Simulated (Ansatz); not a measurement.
# C2H7BO (SMILES CBOC) at BHLYP/cc-pVDZ

Aim: the vertical ionisation energy of C2H7BO at BHLYP/cc-pVDZ, from 2 runs. 

The calculation is run with Ansatz 0.2.0.

62 further runs of the same task are left out: 62 set aside as unsound or not needed. Runs told in other sessions of the task aren't counted.

### Step 1. Starting point

C2H7BO: 11 atoms, total charge 0, spin state singlet. As SMILES, `CBOC`. The shape is that of a PBE0-D4/def2-TZVP optimisation. This is one conformer, not always the lowest.

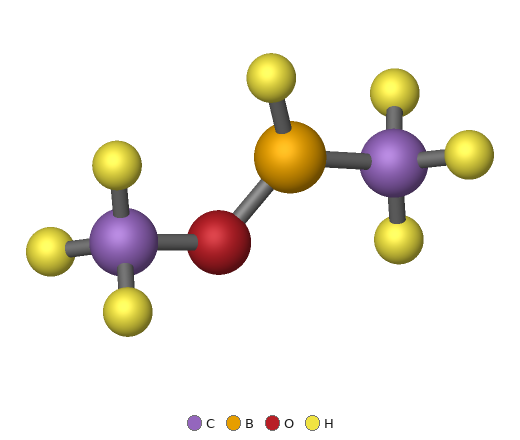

The structure, seen from a chosen angle (carbon purple, boron amber, oxygen red, hydrogen yellow).

### Step 2. The energy at BHLYP/cc-pVDZ

Contents of in.yaml:

```yaml
crystal:
  periodic: [false, false, false]
  atoms:
    - {symbol: C, position_ang: [-1.306200, 1.341700, -0.364700]}
    - {symbol: B, position_ang: [-0.434700, 0.206700, 0.257100]}
    - {symbol: O, position_ang: [0.626600, -0.267100, -0.425200]}
    - {symbol: C, position_ang: [1.454400, -1.289700, 0.083900]}
    - {symbol: H, position_ang: [-0.966000, 1.657000, -1.352600]}
    - {symbol: H, position_ang: [-2.351400, 1.021300, -0.437600]}
    - {symbol: H, position_ang: [-1.315700, 2.214600, 0.297900]}
    - {symbol: H, position_ang: [-0.678700, -0.268200, 1.340800]}
    - {symbol: H, position_ang: [1.446400, -2.133000, -0.610100]}
    - {symbol: H, position_ang: [1.113800, -1.626100, 1.067400]}
    - {symbol: H, position_ang: [2.476800, -0.914200, 0.163700]}
basis:
  gaussian: {orbitals: cc-pVDZ}
hamiltonian: {xc: {name: BHLYP}}
output: {orbitals: {seedname: orbitals}}
accuracy: high
```

Launch:

```
ansatz run in.yaml --threads 1 --pin off --max-ram 3480MiB --events-out events.jsonl --progress --plain --runs-dir runs
```

What it wrote:

```text
Warning: RAYON_NUM_THREADS=1 ignored (pool sized by the plan → 1); use --threads N
Functional definition: BHLYP
  name "BHLYP"
  parameter a = 0.5
  exchange = (1 - a)*b88_x + a*exact_x
  correlation = lyp_c
2200 factors; integrals over basis functions are off by at most 4.8e-9 eV
mean field evaluation 1: about -4905.8519 eV, gradient 4.4e1 eV
mean field evaluation 2: about -4906.8280 eV, gradient 4.0e1 eV
mean field evaluation 4: about -4910.0526 eV, gradient 1.7e0 eV
mean field evaluation 8: about -4910.0563 eV, gradient 5.1e-2 eV
mean field evaluation 16: about -4910.0563 eV, gradient 4.2e-6 eV
mean field -4910.05634369 eV, -180.4412424750 hartree, gradient 6.9e-8 eV, S^2 0.000000; 0 other end points of the search recorded, 0 dependent functions left out
reference -4910.05637262 eV, -180.4412435381 hartree; 16, 16 occupied and 75, 75 virtual orbitals, 2200 factors
Total energy: -4910.05637262 eV, -180.4412435381 hartree
```

Wall time 7.8 s (1 thread of Arm Neoverse V2, shared host); peak memory 0.29 GiB.

### Step 3. The doublet cation

Contents of input.yaml:

```yaml
crystal:
  periodic: [false, false, false]
  atoms:
    - {symbol: C, position_ang: [-1.306200, 1.341700, -0.364700]}
    - {symbol: B, position_ang: [-0.434700, 0.206700, 0.257100]}
    - {symbol: O, position_ang: [0.626600, -0.267100, -0.425200]}
    - {symbol: C, position_ang: [1.454400, -1.289700, 0.083900]}
    - {symbol: H, position_ang: [-0.966000, 1.657000, -1.352600]}
    - {symbol: H, position_ang: [-2.351400, 1.021300, -0.437600]}
    - {symbol: H, position_ang: [-1.315700, 2.214600, 0.297900]}
    - {symbol: H, position_ang: [-0.678700, -0.268200, 1.340800]}
    - {symbol: H, position_ang: [1.446400, -2.133000, -0.610100]}
    - {symbol: H, position_ang: [1.113800, -1.626100, 1.067400]}
    - {symbol: H, position_ang: [2.476800, -0.914200, 0.163700]}
basis:
  gaussian:
    orbitals: cc-pVDZ
total_charge: 1
magnetization:
  spin_polarized: true
  initial_magnetization: 1
hamiltonian:
  xc: {name: BHLYP}
accuracy: high
output: {orbitals: {seedname: orbitals}}
```

Launch:

```
ansatz run input.yaml --threads 1 --pin off --max-ram 3480MiB --events-out events.jsonl --progress --plain --runs-dir runs
```

What it wrote:

```text
Warning: RAYON_NUM_THREADS=1 ignored (pool sized by the plan → 1); use --threads N
[... 5 set-up lines as earlier in the session ...]
2199 factors; integrals over basis functions are off by at most 4.8e-9 eV
mean field evaluation 1: about -4890.0672 eV, gradient 4.6e1 eV
mean field evaluation 2: about -4880.9276 eV, gradient 6.7e1 eV
mean field evaluation 4: about -4899.0732 eV, gradient 2.8e0 eV
mean field evaluation 8: about -4899.2105 eV, gradient 4.0e-1 eV
mean field evaluation 16: about -4899.2189 eV, gradient 5.3e-3 eV
mean field evaluation 32: about -4899.2189 eV, gradient 6.7e-6 eV
mean field -4899.21887969 eV, -180.0429730187 hartree, gradient 1.1e-8 eV, S^2 0.760745; 4 other end points of the search recorded, 0 dependent functions left out
reference -4899.21890743 eV, -180.0429740383 hartree; 16, 15 occupied and 75, 76 virtual orbitals, 2199 factors
Total energy: -4899.21890743 eV, -180.0429740383 hartree
```

Wall time 28 s (1 thread of Arm Neoverse V2, shared host); peak memory 0.4 GiB.

### Step 4. What came out

Level: BHLYP/cc-pVDZ.

| quantity | value |
| --- | --- |
| singlet C2H7BO: total energy | -180.44124 Eh |
| singlet C2H7BO: HOMO energy | -9.66 eV |
| singlet C2H7BO: LUMO energy | 1.61 eV |
| singlet C2H7BO: HOMO–LUMO gap | 11.27 eV |
| doublet cation: total energy | -180.04297 Eh |
| doublet cation: HOMO energy (highest over α and β) | -16.82 eV |
| doublet cation: LUMO energy (lowest over α and β) | -12.00 eV |
| doublet cation: ⟨S²⟩ | 0.761 |
| vertical ionisation energy (to the doublet cation) | 10.837 eV |

What this shows: Removing an electron at fixed nuclei costs 10.84 eV (1046 kJ/mol). The negative HOMO energy of the first species, 9.66 eV, lies 1.18 eV below that difference.
